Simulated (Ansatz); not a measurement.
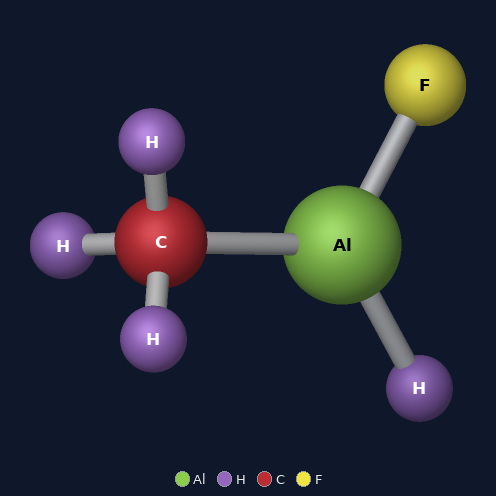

A ball-and-stick model of a molecule.

The computed structure is the end point of a PBE0-D4/def2-TZVP optimisation.

> Count the atoms of each element.

CH₄AlF, 7 atoms: 1 carbon, 4 hydrogen, 1 aluminium and 1 fluorine.

> Give the symmetry (Schoenflies symbol).

C1.

> How many atoms are distinct by symmetry?

7: 1 Al, 1 H, 1 C, 1 F, 1 H, 1 H, 1 H.

> Count the bonded pairs by element.

3 C–H, 1 Al–H, 1 Al–F, 1 C–Al. Sticks follow a distance rule.

The parts below concern this one geometry. Atoms keep their numbers from picture to picture.

**Geometry**

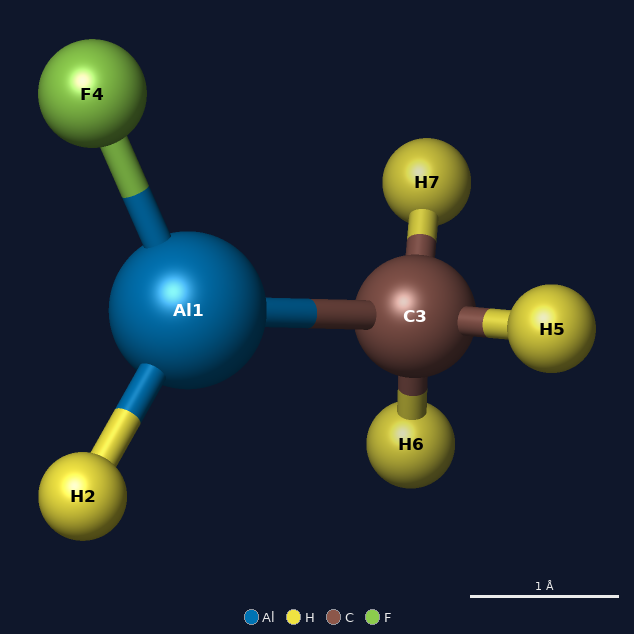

Numbered structure.

Estimate the angles H2–Al1–C3, H2–Al1–F4, C3–Al1–F4, Al1–C3–H5, Al1–C3–H6, Al1–C3–H7, H5–C3–H6, H5–C3–H7, H6–C3–H7.

| angle | degrees |
| --- | --- |
| H2–Al1–C3 | 125.8 |
| H2–Al1–F4 | 115.5 |
| C3–Al1–F4 | 118.7 |
| Al1–C3–H5 | 110.3 |
| Al1–C3–H6 | 111.6 |
| Al1–C3–H7 | 112.2 |
| H5–C3–H6 | 106.7 |
| H5–C3–H7 | 107.3 |
| H6–C3–H7 | 108.6 |

**Dipole moment**

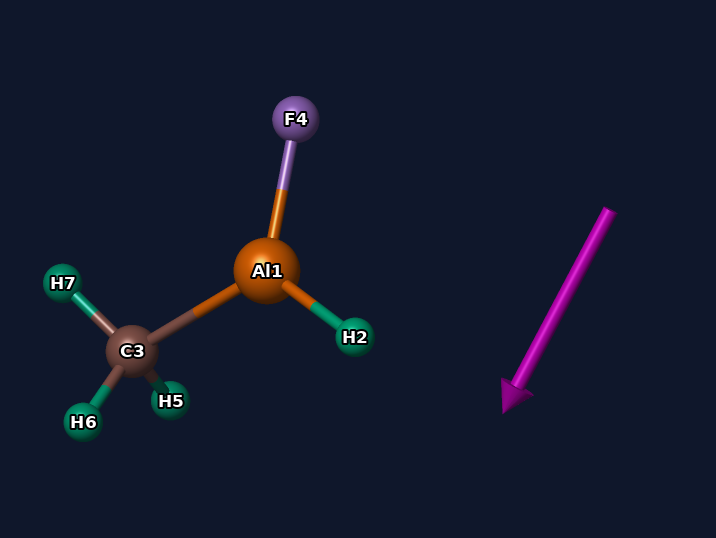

The arrow beside the molecule shows the direction of the dipole moment, from the negative to the positive end (its length means nothing). Level of theory: RKS PBE0-D4/def2-TZVP (Ansatz 0.2.0).

> How large is the dipole moment?

1.82 D; it points from the side of F4 to the side of H6 (the outermost atoms at the two ends).

**Vibrations**

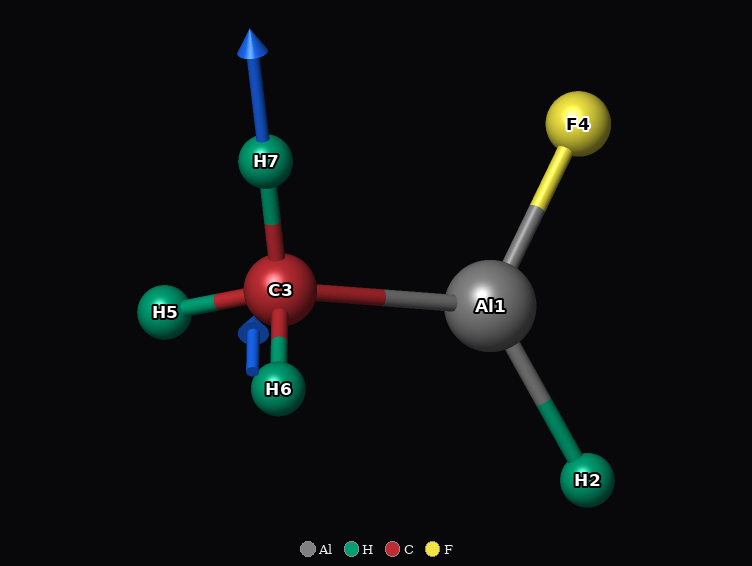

The arrows show one normal mode. Harmonic vibrations computed with RKS PBE0-D4/def2-TZVP (Ansatz 0.2.0) at a stationary point of the same level.

> Describe the motion.

Mostly out-of-phase stretching of 2 C–H bonds.

> Estimate its harmonic wavenumber.

3138 cm⁻¹; it is mode 15 of 15 counted from the lowest.

**Electronic properties**

Level of theory: RKS r2SCAN-D4/def2-TZVPP (Ansatz 0.2.0).

> What is the dispersion correction?

−1.9 kJ/mol.

**Charges**

The questions are on Mulliken charges. Level of theory: RKS PBE0-D4/def2-TZVP (Ansatz 0.2.0).

> Which atom carries the highest charge (most positive or least negative)?

Al1 (0.62 e).

> And the lowest?

C3 (−0.61 e).

Give the Mulliken charges atom by atom.

```
atom  value (e)
 Al1       0.62
  H2      −0.10
  C3      −0.61
  F4      −0.35
  H5       0.14
  H6       0.15
  H7       0.15
```

Mulliken values depend strongly on the basis set and can even reverse the polarity of a bond.
